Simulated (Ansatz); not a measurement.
C2H9BSSi: several calculations on one system

## 1. Relaxation

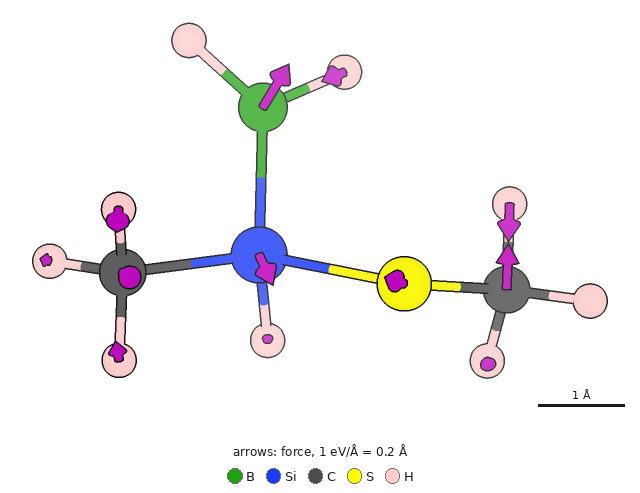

Starting geometry of C$_{2}$H$_{9}$BSSi with the computed forces as purple arrows. A ball-and-stick model, seen at a tilt.

The run prepares an end point of a later path (torsion) calculation, from a guessed geometry.

Method: Ansatz 0.2.0, RKS PBE0-D4/STO-3G.

Input
```yaml
crystal:
  periodic: [false, false, false]
  atoms:
    - { symbol: B, position_ang: [-1.742, 0.5026, 0.0205] }
    - { symbol: Si, position_ang: [-0.1696, -0.5145, 0.0819] }
    - { symbol: C, position_ang: [-0.3252, -1.7316, 1.4746] }
    - { symbol: S, position_ang: [1.6063, 0.7822, 0.4084] }
    - { symbol: C, position_ang: [1.5282, 1.4503, -1.2911] }
    - { symbol: H, position_ang: [-1.9167, 1.3952, -0.8211] }
    - { symbol: H, position_ang: [-2.6272, 0.36, 0.7955] }
    - { symbol: H, position_ang: [0.0402, -1.2302, -1.186] }
    - { symbol: H, position_ang: [-0.4162, -1.1683, 2.4868] }
    - { symbol: H, position_ang: [-1.1625, -2.397, 1.3468] }
    - { symbol: H, position_ang: [0.6236, -2.3417, 1.5533] }
    - { symbol: H, position_ang: [1.6816, 0.6548, -2.0026] }
    - { symbol: H, position_ang: [0.5262, 2.0217, -1.4835] }
    - { symbol: H, position_ang: [2.3401, 2.1872, -1.3546] }
basis:
  gaussian: { orbitals: STO-3G }
hamiltonian:
  xc: pbe0
  dispersion: d4
relax:
  f_tol: 0.015
  max_steps: 40
output:
  orbitals: {}
```

Run as
```bash
ansatz run input.yaml --threads 1 --pin off --max-ram 2048MiB --backend cpu --events-out ev --progress --plain --runs-dir out
```

### What follows when this structure is relaxed?

It isn't relaxed: the largest force vector, on B1, is 3.52 eV/Å. The final displacements have little in common with the starting forces (cosine between the two patterns 0.10). H7 moves most after the best rigid fit: 1.23 Å. By element the largest moves are H 1.23 Å, S 0.98 Å, B 0.66 Å, Si 0.47 Å, C 0.23 Å. Near-neighbour distances that change, for instance: B1–S4 3.382 → 1.977 Å, B1–H6 1.239 → 1.163 Å, C5–H13 1.169 → 1.097 Å, C3–H9 1.162 → 1.094 Å. Bond angles that change, for instance: B1–Si2–S4 111.0° → 56.4°, B1–Si2–C3 108.1° → 126.4°, B1–Si2–H8 110.8° → 123.9°. Groups turn about S4–C5 by about 25°, Si2–S4 by about 25°. After 27 accepted moves (29 points after the start) the energy has fallen by 1.611 eV. Largest force component: 2.6 eV/Å at the start, 0.01 eV/Å at the end. The line search rejected the trial steps at points 10, 18 of the run. Cost: 43 s on 1 thread of AMD EPYC 9R45 96-Core Processor (Zen 5), with other jobs on the host, peak memory 0.17 GiB.

Limits of the set-up: STO-3G is a minimal basis, so the numbers are rough.

## 2. Relaxation

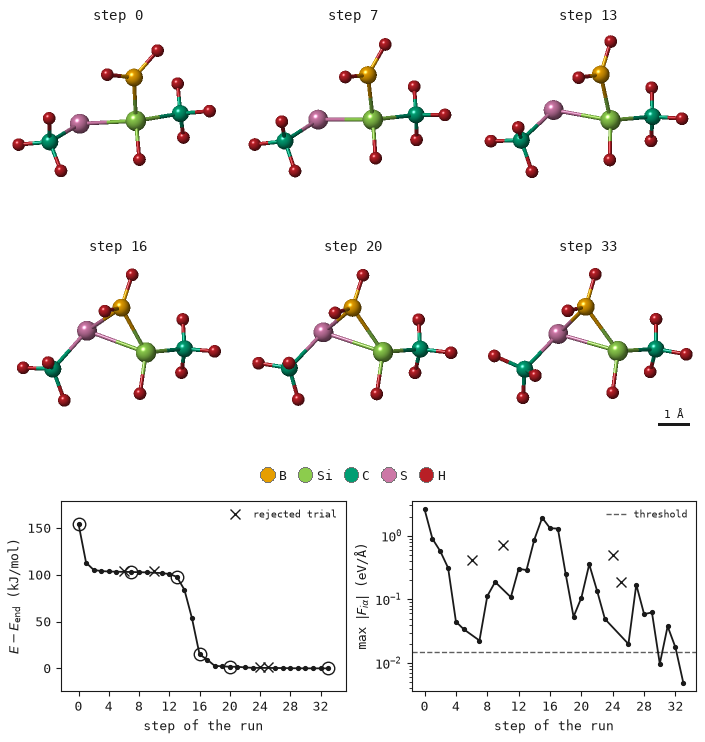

Frames of a relaxation of C₂H₉BSSi, marked on the history of the run. The picture is a ball-and-stick view, seen from a free direction.

The run prepares an end point of a later path (torsion) calculation, from a guessed geometry.

The calculation used RKS PBE0-D4/STO-3G in Ansatz.

Input
```yaml
crystal:
  periodic: [false, false, false]
  atoms:
    - { symbol: B, position_ang: [-1.742, 0.5026, 0.0205] }
    - { symbol: Si, position_ang: [-0.1696, -0.5145, 0.0819] }
    - { symbol: C, position_ang: [-0.3252, -1.7316, 1.4746] }
    - { symbol: S, position_ang: [1.6063, 0.7822, 0.4084] }
    - { symbol: C, position_ang: [1.5282, 1.4503, -1.2911] }
    - { symbol: H, position_ang: [-1.9167, 1.3952, -0.8211] }
    - { symbol: H, position_ang: [-2.6272, 0.36, 0.7955] }
    - { symbol: H, position_ang: [0.0402, -1.2302, -1.186] }
    - { symbol: H, position_ang: [-1.27055, -2.39011, 1.32359] }
    - { symbol: H, position_ang: [0.54677, -2.35614, 1.57348] }
    - { symbol: H, position_ang: [-0.49557, -1.17764, 2.44555] }
    - { symbol: H, position_ang: [1.6816, 0.6548, -2.0026] }
    - { symbol: H, position_ang: [0.5262, 2.0217, -1.4835] }
    - { symbol: H, position_ang: [2.3401, 2.1872, -1.3546] }
basis:
  gaussian: { orbitals: STO-3G }
hamiltonian:
  xc: pbe0
  dispersion: d4
relax:
  f_tol: 0.015
  max_steps: 40
output:
  orbitals: {}
```

Command:
```bash
ansatz run input.yaml --threads 1 --pin off --max-ram 2048MiB --backend cpu --events-out ev --progress --plain --runs-dir out
```

Question: What happens along the run?

Answer: The atom that moves furthest after the best rigid fit is H7 (1.22 Å). By element the largest moves are H 1.22 Å, S 0.99 Å, B 0.66 Å, Si 0.50 Å, C 0.23 Å. Among the contacts that change: B1–S4 3.382 → 1.977 Å, B1–H6 1.239 → 1.163 Å, C5–H13 1.169 → 1.097 Å, C3–H9 1.162 → 1.095 Å. Bond angles that change, for instance: B1–Si2–S4 111.0° → 56.4°, B1–Si2–C3 108.1° → 126.4°, B1–Si2–H8 110.8° → 123.9°. Groups turn about S4–C5 by about 25°, Si2–S4 by about 25°. Over 29 accepted moves (33 points after the start) the energy falls by 154.5 kJ/mol. The largest force component goes from 2.6 to 0.0049 eV/Å. The line search rejected the trial steps at points 6, 10, 24, 25 of the run. The forces were under the threshold at step 30, but the run went on from there. From step 0 to 7: H7 moves most (0.32 Å), energy −51.5 kJ/mol. From step 7 to 13: S and H atoms move most (0.39 Å), energy −5.15 kJ/mol. From step 13 to 16: S4 moves most (0.56 Å), energy −83.0 kJ/mol. From step 16 to 20: H14 moves most (0.21 Å), energy −13.2 kJ/mol. From step 20 to 33: H13 moves most (0.55 Å), energy −1.73 kJ/mol.

Limits of the set-up: STO-3G is a minimal basis, so the numbers are rough.

## 3. Path

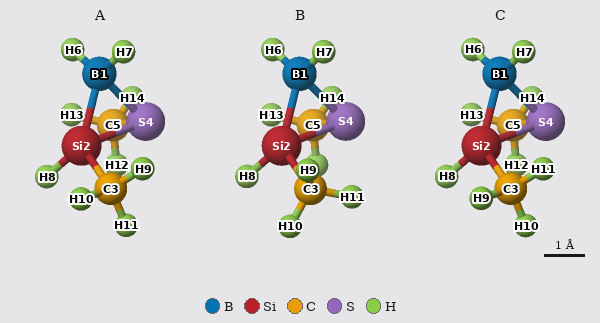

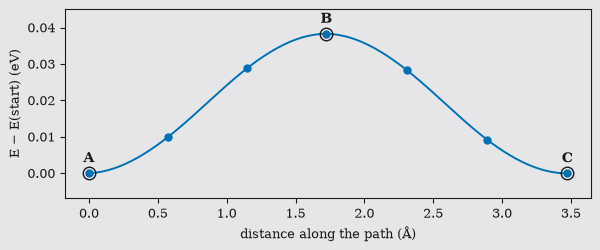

A nudged-elastic-band calculation for C2H9BSSi. Images are numbered from 0 (start) to 6 (end). Frames A to C are images 0, 3, 6. Style: ball-and-stick. Shown from a free direction.

Method: RKS PBE0-D4/STO-3G in Ansatz 0.2.0. Settings: 5 movable images; climbing image; force threshold 0.05 eV/Å; iteration limit 60; starting path by image-dependent pair potential.

Describe the mechanism and the energy profile.

Answer. The two ends have the same energy, and the highest point, image 3, lies 0.038 eV above the start. The motion is a rotation about the Si2–C3 bond by about 120°. No bond forms or breaks between the ends. The band converged in 3 iterations. The largest component of the band force went from 0.54 to 0.039 eV/Å. The climbing image converged on the top of the path. Its vibrational analysis gives one imaginary mode (117i cm⁻¹), as a transition state must have.

Limits of the set-up: STO-3G is a minimal basis, so the numbers are rough.
